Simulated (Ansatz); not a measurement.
# C₃₄H₃₀S₆Si₂: geometry, orbitals and charge

What does C₃₄H₃₀S₆Si₂ look like as a singlet, and where do its frontier electrons sit?

The runs use Ansatz 0.2.0, Gaussian basis; RKS PBE0-D4/def2-SVP.

Plan: relaxation at PBE-D4/def2-SVP; a single point at PBE0-D4/def2-SVP.

### Step 1. The system as given

SMILES `C[Si](C)(C)C#Cc1ccc(-c2ccc(-c3ccc(-c4ccc(-c5ccc(-c6ccc(C#C[Si](C)(C)C)s6)s5)s4)s3)s2)s1`, 72 atoms, charge 0, spin multiplicity 1.

Atoms are counted from 1 here; the program's logs count them from 0.

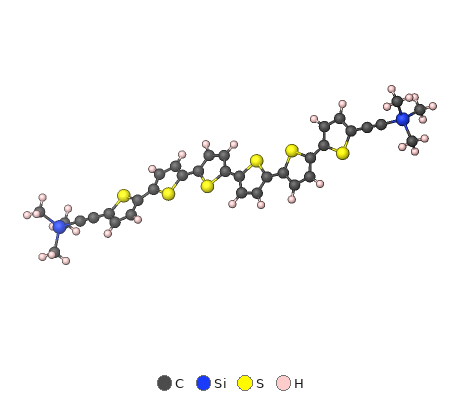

The starting geometry (carbon dark grey, silicon blue, sulfur yellow, hydrogen pink).

The start is a GFN2-xTB geometry.

### Step 2. Optimising with PBE-D4/def2-SVP

Input file in.yaml:

```yaml
crystal:
  periodic: [false, false, false]
  atoms:
    - {symbol: C, position_ang: [-15.670390, -0.756800, 1.241090]}
    - {symbol: Si, position_ang: [-15.024160, 0.610200, 0.080350]}
    - {symbol: C, position_ang: [-15.613220, 2.327100, 0.661280]}
    - {symbol: C, position_ang: [-15.581350, 0.281350, -1.712140]}
    - {symbol: C, position_ang: [-13.169370, 0.582740, 0.161570]}
    - {symbol: C, position_ang: [-11.961240, 0.568790, 0.258790]}
    - {symbol: C, position_ang: [-10.570710, 0.553720, 0.357350]}
    - {symbol: C, position_ang: [-9.800620, 0.843060, 1.458270]}
    - {symbol: C, position_ang: [-8.427870, 0.740610, 1.213480]}
    - {symbol: C, position_ang: [-8.129290, 0.371380, -0.077980]}
    - {symbol: C, position_ang: [-6.852640, 0.182940, -0.675900]}
    - {symbol: C, position_ang: [-6.574370, -0.126720, -1.988180]}
    - {symbol: C, position_ang: [-5.209310, -0.223170, -2.261060]}
    - {symbol: C, position_ang: [-4.412740, 0.002410, -1.159320]}
    - {symbol: C, position_ang: [-2.991710, -0.024750, -1.093220]}
    - {symbol: C, position_ang: [-2.099650, -0.083260, -2.142740]}
    - {symbol: C, position_ang: [-0.765350, -0.111290, -1.736330]}
    - {symbol: C, position_ang: [-0.607480, -0.082530, -0.368780]}
    - {symbol: C, position_ang: [0.600170, -0.137020, 0.376050]}
    - {symbol: C, position_ang: [0.753530, -0.238080, 1.740750]}
    - {symbol: C, position_ang: [2.085800, -0.320880, 2.146720]}
    - {symbol: C, position_ang: [2.981290, -0.274390, 1.099510]}
    - {symbol: C, position_ang: [4.400840, -0.348240, 1.163950]}
    - {symbol: C, position_ang: [5.177910, -0.693680, 2.248350]}
    - {symbol: C, position_ang: [6.546600, -0.678980, 1.976980]}
    - {symbol: C, position_ang: [6.848090, -0.315020, 0.684080]}
    - {symbol: C, position_ang: [8.135810, -0.186420, 0.094050]}
    - {symbol: C, position_ang: [8.462510, 0.242000, -1.172050]}
    - {symbol: C, position_ang: [9.839030, 0.251970, -1.417270]}
    - {symbol: C, position_ang: [10.584030, -0.169750, -0.342030]}
    - {symbol: C, position_ang: [11.971540, -0.272570, -0.251000]}
    - {symbol: C, position_ang: [13.176810, -0.365070, -0.159800]}
    - {symbol: Si, position_ang: [15.027810, -0.499530, -0.092790]}
    - {symbol: C, position_ang: [15.636430, -0.727130, -1.884560]}
    - {symbol: C, position_ang: [15.499900, -2.003880, 0.977140]}
    - {symbol: C, position_ang: [15.735260, 1.100310, 0.664380]}
    - {symbol: S, position_ang: [9.563460, -0.589640, 1.007140]}
    - {symbol: S, position_ang: [5.395770, 0.006440, -0.220710]}
    - {symbol: S, position_ang: [2.148000, -0.126150, -0.421880]}
    - {symbol: S, position_ang: [-2.152250, -0.004170, 0.431600]}
    - {symbol: S, position_ang: [-5.383710, 0.344940, 0.245040]}
    - {symbol: S, position_ang: [-9.579630, 0.143210, -1.015870]}
    - {symbol: H, position_ang: [-16.755980, -0.792490, 1.247130]}
    - {symbol: H, position_ang: [-15.310390, -1.734080, 0.933770]}
    - {symbol: H, position_ang: [-15.339150, -0.592600, 2.262020]}
    - {symbol: H, position_ang: [-15.223660, 3.114040, 0.022690]}
    - {symbol: H, position_ang: [-15.280600, 2.532410, 1.674120]}
    - {symbol: H, position_ang: [-16.696860, 2.399500, 0.648970]}
    - {symbol: H, position_ang: [-15.203330, 1.039750, -2.391260]}
    - {symbol: H, position_ang: [-15.226910, -0.682390, -2.065650]}
    - {symbol: H, position_ang: [-16.665370, 0.282010, -1.789320]}
    - {symbol: H, position_ang: [-10.227710, 1.121290, 2.405030]}
    - {symbol: H, position_ang: [-7.666520, 0.933720, 1.948640]}
    - {symbol: H, position_ang: [-7.346670, -0.276840, -2.722270]}
    - {symbol: H, position_ang: [-4.812520, -0.460780, -3.231130]}
    - {symbol: H, position_ang: [-2.406510, -0.097320, -3.172470]}
    - {symbol: H, position_ang: [0.071860, -0.158320, -2.410390]}
    - {symbol: H, position_ang: [-0.085910, -0.256990, 2.413310]}
    - {symbol: H, position_ang: [2.389400, -0.403200, 3.174590]}
    - {symbol: H, position_ang: [4.764020, -0.961970, 3.203180]}
    - {symbol: H, position_ang: [7.305400, -0.924660, 2.698910]}
    - {symbol: H, position_ang: [7.718760, 0.540230, -1.889780]}
    - {symbol: H, position_ang: [10.286800, 0.558620, -2.345780]}
    - {symbol: H, position_ang: [15.346570, 0.115110, -2.505610]}
    - {symbol: H, position_ang: [15.213270, -1.622410, -2.330160]}
    - {symbol: H, position_ang: [16.718030, -0.815010, -1.930670]}
    - {symbol: H, position_ang: [16.578610, -2.119580, 1.035510]}
    - {symbol: H, position_ang: [15.124580, -1.900890, 1.990770]}
    - {symbol: H, position_ang: [15.092170, -2.923330, 0.568250]}
    - {symbol: H, position_ang: [16.819810, 1.064550, 0.715860]}
    - {symbol: H, position_ang: [15.461510, 1.970090, 0.075000]}
    - {symbol: H, position_ang: [15.363750, 1.257440, 1.672420]}
basis:
  gaussian: {orbitals: def2-SVP, fitting: {mean_field: def2-universal-jkfit}}
hamiltonian: {xc: pbe, dispersion: d4}
scf: {lower_state_search: "off"}
output: {orbitals: {seedname: orbitals}}
relax: {f_tol: 0.03, max_steps: 70}
```

On the command line:

```
ansatz run in.yaml --threads 4 --pin off --events-out ev --progress --plain --max-ram 46080MiB --backend cuda --devices 0, --max-vram 37GiB
```

Further steps of the session: Single point, PBE0-D4/def2-SVP.

**Question.** What will the summary of the whole plan be? Wanted: point group; commonest bond, hydrogen aside; HOMO, LUMO at PBE0-D4/def2-SVP; dipole at PBE-D4/def2-SVP.

The runs gave:

```
                      quantity                           value
                   point group                              C1
commonest bond, hydrogen aside  C–C, 27 of mean length 1.398 Å
HOMO, LUMO at PBE0-D4/def2-SVP                 -5.21, -2.57 eV
     dipole at PBE-D4/def2-SVP                          0.09 D
```

In words: The molecule keeps its bonding pattern by the stored test; the atoms moved 0.12 Å (rms). No usable vibrations, so a minimum isn't proven. The point group is read from a loosely relaxed geometry; soft torsions can leave it below the true symmetry.
